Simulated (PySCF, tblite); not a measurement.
**C₂H₉OP₂Si₂ radical: geometry, infrared bands and EPR parameters**

Aim: predict the infrared bands and EPR parameters of C₂H₉OP₂Si₂ radical (`C[C](O)[SiH]1P[SiH2]P1`).

Computed with tblite 0.8.0 and PySCF 2.14.0, with density-fitted response routines of our own, on a single molecule in the gas phase. Atoms are numbered from 0 throughout.

### Step 1. The molecule as given

16 atoms, charge 0, multiplicity 2; geometry from: force field or distance geometry start.

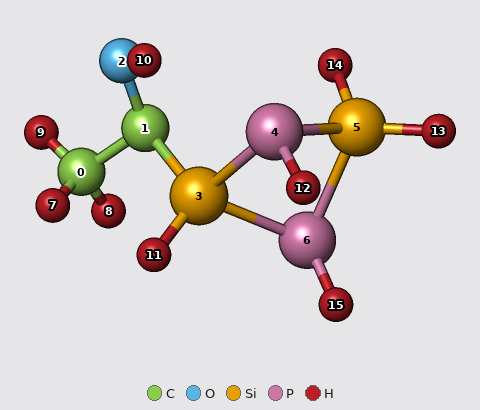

The starting geometry (carbon green, oxygen blue, silicon amber, phosphorus pink, hydrogen red), atoms numbered.

### Step 2. Relaxing the molecule with GFN2-xTB

What the job is given:

```
{"job": {"kind": "relax", "xc": "GFN2-xTB", "basis": "xTB"}, "charge": 0, "multiplicity": 2}
C     -2.592900     0.401100    -0.309200
C     -1.414700    -0.128000     0.429200
O     -1.625900    -1.372500     1.033100
Si     0.039900    -0.116700    -0.726000
P      1.699700    -1.379700     0.066700
Si     2.202800     0.409800     1.271300
P      1.398800     1.602900    -0.424700
H     -2.605400    -0.113900    -1.289500
H     -2.429100     1.497600    -0.439100
H     -3.530800     0.266000     0.272500
H     -0.876100    -1.973000     0.794600
H     -0.232500    -0.398500    -2.115900
H      2.690100    -1.507800    -0.996800
H      3.632700     0.610600     1.509300
H      1.321900     0.501300     2.445900
H      2.313700     1.709700    -1.532800
```

Launch:

```console
> OMP_NUM_THREADS=1 python probes_run.py task.json out
```

The driver reads the jobs from task.json and runs them one after another.

**Question.** This job is followed by: GFN2-xTB harmonic vibrations, gas phase; UKS B3LYP, pcH-1 on C H O P Si, non-relativistic, mean-field spin-orbit, GIAO. What will the session give for the following? strongest single infrared mode (GFN2-xTB); zero-point energy (GFN2-xTB); g(iso) (B3LYP); ⟨S²⟩; largest a(iso) (averaged by class); potential on the surface of density 0.002 e/bohr³, 1st and 99th percentile.

As calculated:

| quantity | value |
| --- | --- |
| strongest single infrared mode (GFN2-xTB) | 608 cm⁻¹, 403 km/mol |
| zero-point energy (GFN2-xTB) | 63.0 kcal/mol |
| g(iso) (B3LYP) | 2.00344 |
| ⟨S²⟩ | 0.753 (exact 0.75) |
| largest a(iso) (averaged by class) | 13C on C1, 71.2 MHz |
| potential on the surface of density 0.002 e/bohr³, 1st and 99th percentile | -1.09 V and 1.39 V |

In words: Relaxing lowered the energy by 1.582 eV in 86 steps; the close pair that moved most is P4–H12, from 1.459 to 1.376 Å. No mode is imaginary among the 42: a minimum at this level. The strongest single mode, at 608 cm⁻¹, has its largest shares on H14, H15 and H13 (the list is cut at 3 atoms). Unscaled tight-binding wavenumbers are off by several per cent, some by more. Its intensities can rank the bands wrongly. Most of the unpaired spin sits on C1 (0.75 e). The isotropic g lies 1.1 ppt above the free-electron value. These values are for one conformer; the search (at its own cheap level) found 2 more, at 0.03, 1.14 kcal/mol (those within 0.05 may be mirror or relabelled copies), and measured spectra average over such forms.
